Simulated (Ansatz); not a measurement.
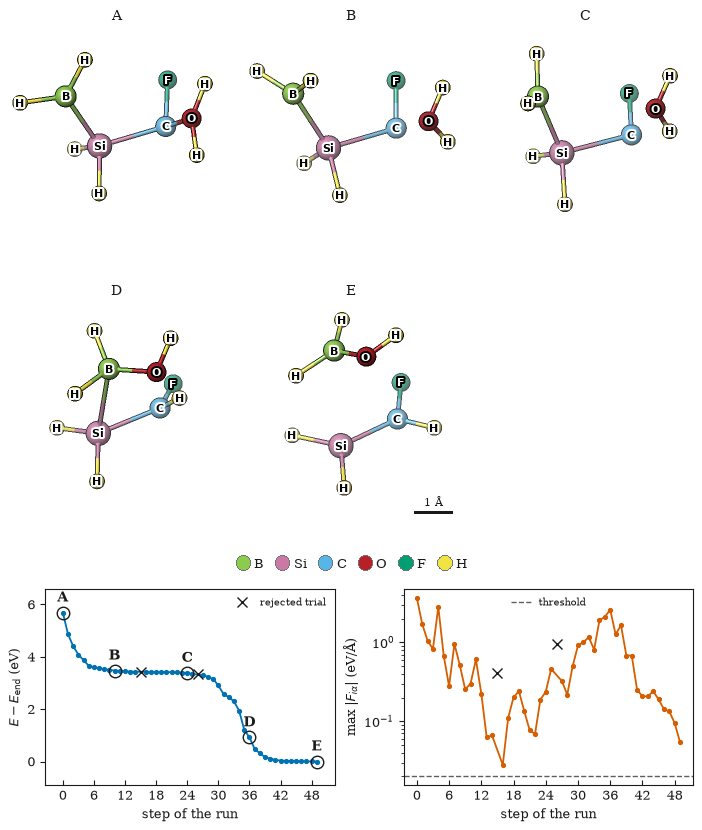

Frames of a relaxation of CH6BFOSi, marked on the history of the run. A ball-and-stick model, seen at a tilt.

The run prepares an end point of a later path (hydrogen shift) calculation, from a guessed geometry.

Theory: RKS BLYP/def2-SVP (Ansatz).

Input file:
```yaml
crystal:
  periodic: [false, false, false]
  atoms:
    - { symbol: B, position_ang: [-0.615, 0.9984, 1.4576] }
    - { symbol: Si, position_ang: [-0.7917, 0.2334, -0.3156] }
    - { symbol: C, position_ang: [0.8507, -0.431, -0.8469] }
    - { symbol: O, position_ang: [1.3991, -1.3818, 0.0824] }
    - { symbol: F, position_ang: [1.7935, 0.601, -0.8899] }
    - { symbol: H, position_ang: [-1.6211, 1.538, 1.9428] }
    - { symbol: H, position_ang: [0.3963, 1.0564, 2.0223] }
    - { symbol: H, position_ang: [-1.7248, -0.8462, -0.2854] }
    - { symbol: H, position_ang: [-1.2257, 1.2661, -1.2424] }
    - { symbol: H, position_ang: [2.29428, -1.0408, 0.33234] }
    - { symbol: H, position_ang: [0.7972, -2.2192, -0.0761] }
basis:
  gaussian: { orbitals: def2-SVP }
hamiltonian:
  xc: blyp
relax:
  f_tol: 0.02
  max_steps: 50
```

Launched with:
```bash
ansatz run input.yaml --threads 2 --pin off --max-ram 3072MiB --backend cpu --events-out ev --progress --plain --runs-dir out
```

> Describe the path.

The relaxation stopped without meeting its thresholds, so the last structure isn't shown to be converged. It used up its limit of 50 steps. The energy falls by 5.690 eV in 47 accepted moves (49 points after the start). The largest force component goes from 3.7 to 0.054 eV/Å. The line search rejected the trial steps at points 15, 26 of the run. H6 moves most after the best rigid fit: 2.84 Å. By element the largest moves are H 2.84 Å, O 2.56 Å, F 1.26 Å, B 1.24 Å, C 0.87 Å, Si 0.81 Å. Near-neighbour distances that change, for instance: O4–H11 1.043 → 4.189 Å, C3–O4 1.438 → 4.164 Å, B1–O4 3.408 → 1.364 Å, B1–Si2 1.939 → 3.322 Å. New bonds form, among them: B1–O4 (3.41 → 1.36 Å), C3–H11 (1.95 → 1.11 Å). Bonds break, among them: B1–Si2 (1.94 → 3.32 Å), C3–O4 (1.44 → 4.16 Å), O4–H11 (1.04 → 4.19 Å). Among the angles between lasting bonds that change: Si2–C3–F5 110.0° → 124.5°, C3–Si2–H9 109.7° → 122.0°, C3–Si2–H8 108.4° → 117.2°. From step 0 to 10: H6 moves most (1.07 Å), energy −2.218 eV. From step 10 to 24: H6 moves most (1.25 Å), energy −0.088 eV. From step 24 to 36: B1 moves most (1.10 Å), energy −2.463 eV. From step 36 to 49: H11 moves most (1.30 Å), energy −0.921 eV.

```
step  E − E(0), eV  largest force component, eV/Å      note
   0        0.0000                         3.6880          
   1       -0.8210                         1.7162          
   2       -1.2840                         1.0510          
   3       -1.6027                         0.8263          
   4       -1.8206                         2.8118          
   5       -2.0312                         0.6810          
   6       -2.0925                         0.2790          
   7       -2.1211                         0.9559          
   8       -2.1658                         0.5142          
   9       -2.1919                         0.2550          
  10       -2.2179                         0.2996          
  12       -2.2455                         0.2245          
  14       -2.2607                         0.0661          
  16       -2.2667                         0.0280          
  18       -2.2710                         0.2011          
  20       -2.2731                         0.1340          
  22       -2.2838                         0.0689          
  24       -2.3061                         0.2363          
  26       -2.3330                         0.9580  rejected
  28       -2.4558                         0.2173          
  31       -3.1126                         1.0047          
  33       -3.3903                         0.8113          
  35       -4.4791                         2.1026          
  37       -5.2073                         1.2612          
  39       -5.5204                         0.6811          
  41       -5.6303                         0.2502          
  43       -5.6669                         0.2070          
  45       -5.6801                         0.1894          
  47       -5.6869                         0.1331          
  49       -5.6898                         0.0540
```
